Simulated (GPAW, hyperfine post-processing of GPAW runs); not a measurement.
# Fermi-contact shifts in Li2MnN2

How far does Mn shift the 7Li and 15N resonances of Li2MnN2 at 320 K?

Main program and level: GPAW 26.7.0; DFT, revPBE+U, plane-wave PAW, GPAW setups, collinear spin, scalar-relativistic.

## (1) The starting structure

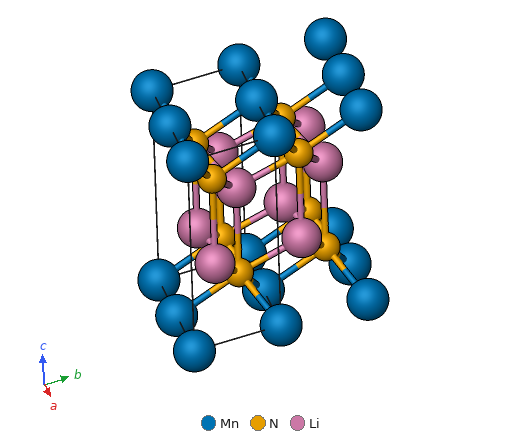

The cell as given, slightly off an axis (manganese blue, nitrogen orange, lithium pink). 1×2×1 cells are drawn. Bonds to atoms that aren't drawn are left out. Some periodic images of atoms are drawn too.

As a file:

```
Mn N Li
1.0
     6.05262    0.00000    0.00000
    -1.51316    2.62086    0.00000
     0.00000    0.00000    5.42321
Mn N Li
2 4 4
Cartesian
  0.0000 0.0000 0.0000
  3.0263 0.0000 0.0000
  0.0000 1.7472 1.0809
  3.0263 1.7472 1.0809
  1.5132 0.8736 4.3423
  4.5395 0.8736 4.3423
  0.0000 1.7472 3.5048
  3.0263 1.7472 3.5048
  1.5132 0.8736 1.9184
  4.5395 0.8736 1.9184
```

The cell is a computed entry of the Materials Project; it need not be the form that is stable at ambient conditions. The run's cell holds 10 atoms, a multiple of the primitive cell, so that one ion can be reversed against another. The atoms stand as given; the largest force on them is 0.29 eV/Å.

## (2) The ferromagnetic state

With all Mn moments parallel, the spin density at each nucleus is that of the fully magnetised paramagnet. A Hubbard U holds the open shell closer to the ion than the plain functional does, which changes how much spin reaches the ligands. GPAW's U acts on normalised projectors, so its value can't be carried over from other programs one to one.

Contents of scf.py:

```python
import json
from ase import Atoms
from ase.parallel import parprint
from gpaw import GPAW, PW, FermiDirac, MixerDif

atoms = Atoms(['Mn', 'Mn', 'N', 'N', 'N', 'N', 'Li', 'Li', 'Li', 'Li'],
              cell=[[6.052622, 0.0, 0.0], [-1.513155, 2.620862, 0.0], [0.0, 0.0, 5.423215]],
              scaled_positions=[[0.0, 0.0, 0.0], [0.5, 0.0, 0.0], [0.166667, 0.666667, 0.199319], [0.666667, 0.666667, 0.199319], [0.333333, 0.333333, 0.800681], [0.833333, 0.333333, 0.800681], [0.166667, 0.666667, 0.646263], [0.666667, 0.666667, 0.646263], [0.333333, 0.333333, 0.353737], [0.833333, 0.333333, 0.353737]],
              magmoms=[3.0, 3.0, 0.0, 0.0, 0.0, 0.0, 0.0, 0.0, 0.0, 0.0], pbc=True)
atoms.calc = GPAW(mode=PW(500), xc='revPBE', kpts={'size': (7, 7, 4), 'gamma': True}, spinpol=True, setups={'Mn': ':d,2'},
                  occupations=FermiDirac(0.02, fixmagmom=True), mixer=MixerDif(0.12, 6, 30),
                  convergence={'density': 1e-5}, maxiter=150, symmetry={'tolerance': 1e-4},
                  legacy_gpaw=True, txt='scf.txt')
parprint('energy', atoms.get_potential_energy())
parprint('moment', atoms.get_magnetic_moment())
parprint('moments', json.dumps(atoms.get_magnetic_moments().round(4).tolist()))
parprint('fermi', json.dumps(list(map(float, atoms.calc.get_fermi_levels()))))
levels = [[e - f for k in range(len(atoms.calc.get_ibz_k_points())) for e in atoms.calc.get_eigenvalues(k, s)] for s, f in enumerate(atoms.calc.get_fermi_levels())]
parprint('gap', min(min(e for e in x if e > 0) + f for x, f in zip(levels, atoms.calc.get_fermi_levels())) - max(max(e for e in x if e <= 0) + f for x, f in zip(levels, atoms.calc.get_fermi_levels())))
parprint('positions', json.dumps(atoms.get_scaled_positions(wrap=False).round(6).tolist()))
parprint('forces', json.dumps(atoms.get_forces().round(4).tolist()))
atoms.calc.write('gs.gpw')
```

A second script reads the saved density on one core and turns GPAW's hyperfine parameters into fields at the nuclei:

Contents of contact.py:

```python
import numpy as np
from ase import units
from gpaw import GPAW
from gpaw.hyperfine import G_FACTOR_E, alpha, hyperfine_parameters, paw_correction
from gpaw.utilities import unpack_density

calc = GPAW('gs.gpw', legacy_gpaw=True, txt=None)
tesla = units._e / units._hplanck / 7.6225932e6 / 2  # eV per unit g_N to the field at the nucleus
unit = np.pi * alpha**2 * G_FACTOR_E * units._me / units._mp * units.Ha
valence = hyperfine_parameters(calc, exclude_core=True)
print('atom     contact field (T): all, valence')
for a, s in enumerate(calc.get_atoms().symbols):
    args = unpack_density(calc.density.D_asp[a]), calc.wfs.setups[a], calc.hamiltonian.xc
    try:  # the response of the frozen core, atom by atom
        core = (paw_correction(*args, False) - paw_correction(*args, True)) * unit
    except AssertionError:
        core = np.full((3, 3), np.nan)
    print(f'{a + 1:3d} {s:2s} {np.trace(valence[a] + core) / 3 * tesla:11.5f} {np.trace(valence[a]) / 3 * tesla:11.5f}')
```

Run with:

```bash
$ OMP_NUM_THREADS=1 mpirun -n 4 gpaw python scf.py > gpaw.log
$ python contact.py
```

Numbers of over 12 decimals in the logs are rounded to 6 here.

What it wrote:

```text
[a pick of lines from scf.txt and the scripts' output, long numbers rounded; set-up, eigenvalues, and the printed gap, site moments, positions and forces are left out]
Symmetries present (total): 2
196 k-points: 7 x 7 x 4 Monkhorst-Pack grid + [0.000000,0.000000,1/8]
99 k-points in the irreducible part of the Brillouin zone
  Cutoff energy: 500.000 eV
Occupation numbers: Fixed magnetic moment: 6.000
  width: 0.0200  # eV
XC parameters: revPBE with 2 nearest neighbor stencil
Number of bands in calculation: 40
Number of valence electrons: 54
iter:   1 01:30:43   -62.314997                   +6.0276
iter:   2 01:30:48   -57.726665   -0.47  -0.92    +6.0083
iter:   3 01:30:53   -57.019677   -0.80  -1.12    +6.0013
[... 17 further iterations ...]
iter:  21 01:32:21   -56.960904c  -9.35c -4.84    +6.0000
iter:  22 01:32:26   -56.960904c  -9.12c -4.90    +6.0000
iter:  23 01:32:31   -56.960904c -10.28c -5.26c   +6.0000
Converged after 23 iterations.
Total magnetic moment: (0.000000, 0.000000, 6.000000)
Local magnetic moments:
Free energy:    -56.960904
Extrapolated:   -56.960904
Fermi levels: 6.94139, 6.54012
energy -56.960904
moment 6.000000
fermi [6.941386, 6.540122]
atom     contact field (T): all, valence
  1 Mn   -32.17476    38.44477
  2 Mn   -32.17476    38.44477
  3 N     -0.02421    -0.57368
  4 N     -0.02421    -0.57368
  5 N     -0.02421    -0.57368
  6 N     -0.02421    -0.57368
  7 Li    -0.14378    -0.18199
  8 Li    -0.14378    -0.18199
  9 Li    -0.14378    -0.18199
 10 Li    -0.14378    -0.18199
```

The job ended after 2.2 min (4 MPI ranks of Arm Neoverse V1, shared host; 8.6 min of CPU time).

The cell holds 6.00 μB on 2 Mn, so S = 1.50. The total moment is held at that value. The contact field is B = (2μ₀/3) μB ρ_s, 7.769 T for 1 e/Å³, and A_iso = γB/(2πS) sums over all ions. The valence part leaves out the polarisation of the frozen cores, which GPAW adds afterwards by solving for the core states in the spin-dependent potential:

| site | atom | atoms in cell | links to Mn | field (T) | valence part (T) | A_iso (MHz) |
| --- | --- | --- | --- | --- | --- | --- |
| Li | 7 | 4 | 9 Mn through links of 81° (6), 122° (3) and 174° (3) | -0.144 | -0.182 | -1.59 |
| N | 3 | 4 | bonded to 3 Mn at 2.05 Å | -0.0242 | -0.574 | 0.0697 |

## (3) Reversing single moments

Above the ordering point the moments are not free: their couplings set the Weiss constant, which scales every shift. Reversing one ion measures these couplings, and shows at once how much of each shift that ion sends.

Changes to scf.py since step 2:

```diff
@@ -8,3 +8,3 @@
               scaled_positions=[[0.0, 0.0, 0.0], [0.5, 0.0, 0.0], [0.166667, 0.666667, 0.199319], [0.666667, 0.666667, 0.199319], [0.333333, 0.333333, 0.800681], [0.833333, 0.333333, 0.800681], [0.166667, 0.666667, 0.646263], [0.666667, 0.666667, 0.646263], [0.333333, 0.333333, 0.353737], [0.833333, 0.333333, 0.353737]],
-              magmoms=[3.0, 3.0, 0.0, 0.0, 0.0, 0.0, 0.0, 0.0, 0.0, 0.0], pbc=True)
+              magmoms=[-3.0, 3.0, 0.0, 0.0, 0.0, 0.0, 0.0, 0.0, 0.0, 0.0], pbc=True)
 atoms.calc = GPAW(mode=PW(500), xc='revPBE', kpts={'size': (7, 7, 4), 'gamma': True}, spinpol=True, setups={'Mn': ':d,2'},
```

What it wrote:

```text
[a pick of lines from scf.txt and the scripts' output, long numbers rounded; set-up, eigenvalues, and the printed gap, site moments, positions and forces are left out]
Symmetries present (total): 2
196 k-points: 7 x 7 x 4 Monkhorst-Pack grid + [0.000000,0.000000,1/8]
99 k-points in the irreducible part of the Brillouin zone
  Cutoff energy: 500.000 eV
Occupation numbers: Fixed magnetic moment: 0.000
  width: 0.0200  # eV
XC parameters: revPBE with 2 nearest neighbor stencil
Number of bands in calculation: 37
Number of valence electrons: 54
iter:   1 01:32:52   -62.307251                   +0.0000
iter:   2 01:32:57   -57.554204   -0.33  -0.92    -0.0000
iter:   3 01:33:01   -56.943075   -0.66  -1.12    +0.0000
[... 15 further iterations ...]
iter:  19 01:34:13   -56.889690c  -7.52c -4.81    -0.0000
iter:  20 01:34:18   -56.889690c  -8.25c -4.89    -0.0000
iter:  21 01:34:22   -56.889690c  -7.95c -5.00c   -0.0000
Converged after 21 iterations.
Total magnetic moment: (0.000000, 0.000000, -0.000000)
Local magnetic moments:
Free energy:    -56.889690
Extrapolated:   -56.889690
Fermi levels: 6.82675, 6.82715
energy -56.889690
moment -5.83088698756477e-14
fermi [6.826749, 6.827147]
atom     contact field (T): all, valence
  1 Mn    46.52828   -22.28979
  2 Mn   -46.52892    22.28979
  3 N      0.12730     0.27742
[...]
9 Li     0.42862     0.43023
 10 Li    -0.42862    -0.43023
```

Elapsed: 1.9 min, on 4 MPI ranks; 7.3 min of CPU time.

The parallel state has -56.9609 eV at zero smearing. Each flip reverses one ion with all its periodic images. It gives an energy and, by half the change of the contact field, the share of that set of ions in each shift at 320 K (ppm; atoms of one site can get unlike shares):

| atom reversed | energy (eV) | change (meV) | Li | N |
| --- | --- | --- | --- | --- |
| Mn1 | -56.8897 | 71.2 | -1000 / 498 | -265 / 180 |

In mean-field theory Θ = ΔE (S + 1) / (6 S k_B): Θ = 230 K. Couplings between an ion and its own images are missing, and in this cell images lie no farther than 1.2 times the shortest distance between magnetic ions, so couplings that may matter are lost and this Θ is not relied on. Θ = 0 is used for the shifts.

## (4) Cost against result

Spin transfer to the ligands hangs on how far the functional delocalises the open shell, so other levels show how much the fields depend on it.

Contact fields (T) with all moments parallel; times on 4 MPI ranks of Arm Neoverse V1, shared host. The cutoff is 500 eV where none is named; the moment is held in each run.

```
                    level  moment (μB)     time       Li        N
        revPBE +U Mn 2 eV         6.00  2.2 min   -0.144  -0.0242
                   revPBE         6.00     95 s   0.0475    0.715
      revPBE +U Mn 1.2 eV         6.00  1.7 min  -0.0652    0.270
      revPBE +U Mn 2.8 eV         6.00    2 min   -0.226   -0.324
           LDA +U Mn 2 eV         6.00  1.8 min  -0.0276   -0.277
revPBE +U Mn 2 eV, 650 eV         6.00  3.4 min   -0.141  -0.0435
```

## (5) Scaling to the paramagnet

The shift is δ = B · g μB (S + 1) / (3 k_B (T − Θ)) with g = 2; at 320 K and Θ = 0 K one tesla gives 3499 ppm. The anisotropy is a sum over point dipoles on the Mn ions, scaled alike; on atoms bound to Mn, spin in their own p shell adds an anisotropy that this leaves out.

```
site  nucleus  δ_iso (ppm)  with the calculated Θ  reduced anisotropy (ppm)  asymmetry
  Li      7Li         -503                  -1780                      1380       0.00
   N      15N          -85                   -300                      -886       0.00
```

The reduced anisotropy is δ_zz − δ_iso, with zz the principal value farthest from δ_iso. The Weiss constant adds its own doubt: exchange couplings from semilocal functionals with a U can miss even their sign, and a Θ lower by 100 K would lower every shift by 24 %.

7Li MAS at 2.35 T (38.9 MHz), 20 kHz, 320 K; contact and dipolar shift alone, no orbital or quadrupolar part; lines under 1.5 % of the strongest are left out. Lines of the NMR spectrum (strongest = 100):

```
position (ppm)      label  intensity
       -2045.9      Li -3        1.7
       -1531.6      Li -2         13
       -1017.3      Li -1         91
        -503.0  Li centre        100
          11.3      Li +1         37
         525.6      Li +2         31
        1039.9      Li +3        6.0
```

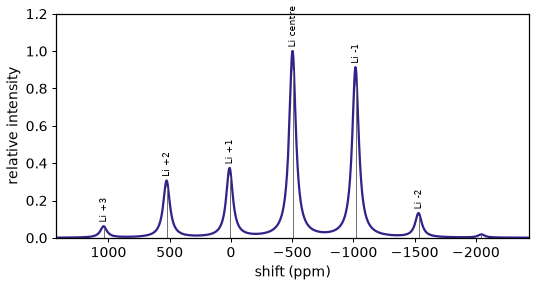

The NMR spectrum, broadened with Lorentzians of width 64 ppm; bars mark the lines.

## (6) Outcome

```yaml
spin_of_mn: 1.50
weiss_constant_mean_field_rough_not_used: 230 K
7li_contact_shift_at_320_k_theta_0_k: -503 ppm
15n_contact_shift_at_320_k_theta_0_k: -85 ppm
```

At 320 K the Mn moments shift 7Li on Li by -503 ppm and 15N on N by -85 ppm, scaled with a pure Curie law. No measured Weiss constant is at hand, and the one from single flips is too rough to scale with, so the shifts are given for a pure Curie law; the couplings found are strong, so their size is uncertain by a factor of two or more. The flip reverses only 4 of the 6 nearest couplings; if all are alike and farther ones are small, Θ would be near 344 K, too near or above this temperature for the scaling to hold. The calculated Θ of 230 K would multiply them by 3.54. Over the levels shown, the field at Li runs from -0.226 T (revPBE +U Mn 2.8 eV) to 0.0475 T (revPBE); among the sites in the table it changes sign at Li and N. On Li and N the levels differ even in sign, so neither size nor sign of that shift is settled. The shift of Li is negative: the spin density at the nucleus is opposite to the Mn moments, the mark of spin polarisation outweighing delocalisation. All this holds only well above the ordering temperature and the strongest exchange, neither of which is computed. The orbital (chemical) shift and the pseudocontact shift from g anisotropy are not included. GPAW's core response is not screened by the valence electrons and can be too large by up to a factor of two, so sites where total and valence fields differ much are unsure by that part. For anions bound to the magnetic ion the point-dipole anisotropy lacks the spin in their own p orbitals, and their lines are broad and relax fast. On N total and valence fields differ by over a quarter of the total (by up to 23 times the total); that core part hangs on the functional and on the program's treatment of the cores, and where it exceeds the total neither size nor sign of the shift is settled. The dipole sum is for a spherical crystallite; bulk susceptibility, which broadens real lines, and quadrupolar couplings are left out.

[Logs are printed without paths, hosts, clocks, repeated set-up lines and the standing remarks that a program may print on its own settings, such as how far it seeks lower states.]

[Hosts, paths, dates, database ids (printed as entryN), source tags and the programs' standing remarks are cut or masked in the printed files.]
